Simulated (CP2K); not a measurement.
**BBrCl (SMILES Cl[B]Br) at AM1**

Aim: the vertical ionisation energy of BBrCl at AM1, from 2 runs. 

The calculation is run with CP2K 2026.2.

4 further runs of the same task are left out: 4 set aside as unsound or not needed.

## (1) The system as given

The species is BBrCl (3 atoms), meant as a doublet with charge 0. SMILES: `Cl[B]Br`. The shape is that of a GFN2-xTB optimisation.

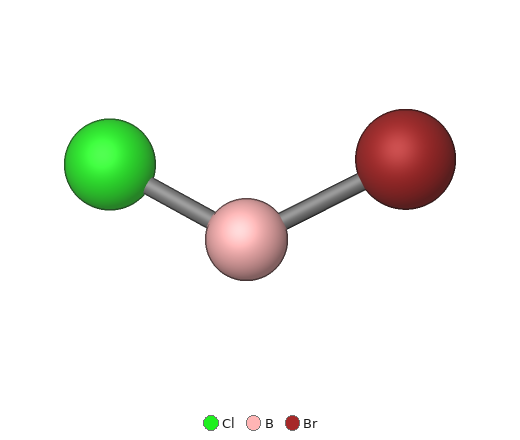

Viewed from a chosen angle; chlorine green, boron pink, bromine red.

## (2) Energy and gradient at AM1

mol.inp

```
&GLOBAL
 PROJECT mol
 RUN_TYPE ENERGY_FORCE
 PRINT_LEVEL MEDIUM
&END

&FORCE_EVAL
 METHOD QUICKSTEP
 &DFT
  MULTIPLICITY 2
  SPIN_POLARIZED T
  # Quickstep
  &QS
   METHOD AM1
   EPS_DEFAULT 1.0E-10
   &SE
    &COULOMB
     CUTOFF [angstrom] 50
     RC_RANGE [angstrom] 0
    &END
    &EXCHANGE
     CUTOFF [angstrom] 50
     RC_RANGE [angstrom] 0
    &END
   &END
  &END
  # no periodic images
  &POISSON
   PERIODIC NONE
   POISSON_SOLVER ANALYTIC
  &END
  &SCF
   SCF_GUESS ATOMIC
   EPS_SCF 1.0E-07
   MAX_SCF 150
   &DIAGONALIZATION
    ALGORITHM STANDARD
   &END
   &MIXING
    METHOD DIRECT_P_MIXING
    ALPHA 0.4
   &END
  &END
  &PRINT
   &MOMENTS
    PERIODIC F
    REFERENCE COM
    MAX_MOMENT 1
   &END
   &MO ON
    ENERGIES T
    OCCUPATION_NUMBERS T
    NDIGITS 6
    &EACH
     QS_SCF 0
    &END
    ADD_LAST NUMERIC
   &END
   &HIRSHFELD OFF
   &END
  &END
 &END
 # structure
 &SUBSYS
  # box in angstrom
  &CELL
   ABC 17.1 19 16.5
   PERIODIC NONE
  &END
  &COORD
   Cl    -0.137210     1.549190     0.085210
   B     -0.492410    -0.059340    -0.273360
   Br     0.629620    -1.489840     0.188150
  &END
  &TOPOLOGY
   &CENTER_COORDINATES
   &END
  &END
 &END
 # extra output
 &PRINT
  &FORCES ON
  &END
 &END
&END
```

The run is started by

```
OMP_NUM_THREADS=1 cp2k.psmp mol.inp > mol.out
```

The log of the run:

```text
CP2K| version string:                                       CP2K version 2026.2
[...]
 GLOBAL| Method name                                                        CP2K
[...]
 GLOBAL| Run type                                                   ENERGY_FORCE
[...]
                             - Atoms:                                          3
[...]
                             - Spherical basis functions:                     12
[...]
 Number of electrons:                                                          9
[...]
     1 P_Mix/Diag. 0.40E+00    0.0     0.61781089       -27.2674677220 -2.73E+01
[...]
    25 DIIS/Diag.  0.49E-07    0.0     0.00000005       -29.2879127343 -7.46E-14
  *** SCF run converged in    25 steps ***
  Core-core repulsion energy [eV]:                            508.81212728232083
  Core Hamiltonian energy [eV]:                             -1307.92419924676528
  Two-electron integral energy [eV]:                            4.29487238907729
  Electronic energy [eV]:                                   -1305.77676305222667
  Total energy [eV]:                                         -796.96463576990584
  Atomic reference energy [eV]:                               796.53109481684544
  Heat of formation [kcal/mol]:                                -9.99769267725272
[...]
 SE_DIPOLE| Moment [Debye]          0.67683129      -0.27537912       0.33894969
 SE_DIPOLE| Derivative [a.u.]       0.00000000       0.00000000       0.00000000
 ENERGY| Total FORCE_EVAL ( QS ) energy [hartree]            -29.287912734283299
 FORCES| Atomic forces [hartree/bohr]
 FORCES|   Atom     x               y               z               |f|
 FORCES|      1 -1.32468745E-02 -3.42466063E-03 -7.54240001E-03   1.56235649E-02
 FORCES|      2  2.31862316E-02  8.65916444E-03  1.34762703E-02   2.81814181E-02
 FORCES|      3 -9.93935718E-03 -5.23450381E-03 -5.93387026E-03   1.27043956E-02
 FORCES| Sum     1.94289029E-16 -1.11022302E-16  5.55111512E-17
 FORCES| Total atomic force                                       2.30555127E-16
[...]
```

It took 0.28 s on 1 thread of Arm Neoverse V1, shared host.

## (3) The singlet cation

mol.inp

```
&GLOBAL
  PROJECT mol
  RUN_TYPE ENERGY_FORCE
  PRINT_LEVEL MEDIUM
&END

&FORCE_EVAL
  METHOD QUICKSTEP
  &DFT
    CHARGE 1
    MULTIPLICITY 1
    # Quickstep
    &QS
      METHOD AM1
      EPS_DEFAULT 1.0E-10
      &SE
        &COULOMB
          CUTOFF [angstrom] 50
          RC_RANGE [angstrom] 0
        &END
        &EXCHANGE
          CUTOFF [angstrom] 50
          RC_RANGE [angstrom] 0
        &END
      &END
    &END
    &POISSON
      PERIODIC NONE
      POISSON_SOLVER ANALYTIC
    &END
    # self-consistent field
    &SCF
      SCF_GUESS ATOMIC
      EPS_SCF 1.0E-07
      MAX_SCF 100
      ADDED_MOS 8
      &DIAGONALIZATION
        ALGORITHM STANDARD
      &END
      &MIXING
        METHOD DIRECT_P_MIXING
        ALPHA 0.4
      &END
    &END
    # extra output
    &PRINT
      &MOMENTS
        PERIODIC F
        REFERENCE COM
        MAX_MOMENT 1
      &END
      &MO ON
        ENERGIES T
        OCCUPATION_NUMBERS T
        NDIGITS 6
        &EACH
          QS_SCF 0
        &END
        ADD_LAST NUMERIC
      &END
      &HIRSHFELD OFF
      &END
    &END
  &END
  # structure
  &SUBSYS
    # box in angstrom
    &CELL
      ABC [angstrom] 17.1 19 16.5
      PERIODIC NONE
    &END
    &COORD
      Cl    -0.137210     1.549190     0.085210
      B     -0.492410    -0.059340    -0.273360
      Br     0.629620    -1.489840     0.188150
    &END
    &TOPOLOGY
      &CENTER_COORDINATES
      &END
    &END
  &END
  &PRINT
    &FORCES ON
    &END
  &END
&END
```

The run is started by

```
OMP_NUM_THREADS=1 cp2k.psmp mol.inp > mol.out
```

The log of the run:

```text
CP2K| version string:                                       CP2K version 2026.2
[...]
 GLOBAL| Method name                                                        CP2K
[...]
 GLOBAL| Run type                                                   ENERGY_FORCE
[...]
 *** WARNING in qs_environment.F:2210 :: More added MOs requested than     ***
 *** available. The full set of unoccupied MOs will be used. Use           ***
 *** 'ADDED_MOS -1' to always use all available MOs and to get rid of this ***
[...]
                             - Atoms:                                          3
[...]
                             - Spherical basis functions:                     12
[...]
 Number of electrons:                                                         16
[...]
     1 P_Mix/Diag. 0.40E+00    0.0     0.58182040       -26.6607808193 -2.67E+01
[...]
    24 DIIS/Diag.  0.36E-07    0.0     0.00000005       -28.9347106407 -2.13E-14
  *** SCF run converged in    24 steps ***
  Core-core repulsion energy [eV]:                            508.81212728232083
  Core Hamiltonian energy [eV]:                             -1245.73890815988125
  Two-electron integral energy [eV]:                         -100.85347428945317
  Electronic energy [eV]:                                   -1296.16564530460778
  Total energy [eV]:                                         -787.35351802228695
  Atomic reference energy [eV]:                               796.53109481684544
  Heat of formation [kcal/mol]:                               211.63996542003713
[...]
 SE_DIPOLE| Moment [Debye]          2.61012210      -1.92564760       1.21809956
 SE_DIPOLE| Derivative [a.u.]       0.00000000       0.00000000       0.00000000
 ENERGY| Total FORCE_EVAL ( QS ) energy [hartree]            -28.934710640693226
 FORCES| Atomic forces [hartree/bohr]
 FORCES|   Atom     x               y               z               |f|
 FORCES|      1 -3.72323107E-02 -3.84182765E-02 -2.41667562E-02   5.87046934E-02
 FORCES|      2  7.37502938E-02  3.30745272E-02  4.34352012E-02   9.17586339E-02
 FORCES|      3 -3.65179831E-02  5.34374927E-03 -1.92684450E-02   4.16340212E-02
 FORCES| Sum     8.32667268E-17 -2.22044605E-16  5.55111512E-17
 FORCES| Total atomic force                                       2.43554188E-16
[...]
```

Wall time 0.26 s (1 thread of Arm Neoverse V1, shared host).

## (4) What came out

At AM1:

| quantity | value |
| --- | --- |
| doublet BBrCl: total energy | -29.28791 Eh |
| doublet BBrCl: dipole moment | 0.81 D |
| doublet BBrCl: HOMO energy (highest over α and β) | -9.84 eV |
| doublet BBrCl: heat of formation at this unrelaxed shape | -10.0 kcal/mol |
| doublet BBrCl: largest force on an atom | 1.449 eV/Å |
| singlet cation: total energy | -28.93471 Eh |
| singlet cation: HOMO energy | -18.03 eV |
| singlet cation: LUMO energy | -9.37 eV |
| singlet cation: HOMO–LUMO gap | 8.66 eV |
| singlet cation: heat of formation at this unrelaxed shape | 211.6 kcal/mol |
| singlet cation: largest force on an atom | 4.718 eV/Å |
| vertical ionisation energy (to the singlet cation) | 9.611 eV |

Removing an electron at fixed nuclei costs 9.61 eV (222 kcal/mol). The largest force (doublet BBrCl) is 1.45 eV/Å: the shape isn't a stationary point for this species at this level. Only the singlet of the ionised species was computed; a triplet could lie lower.
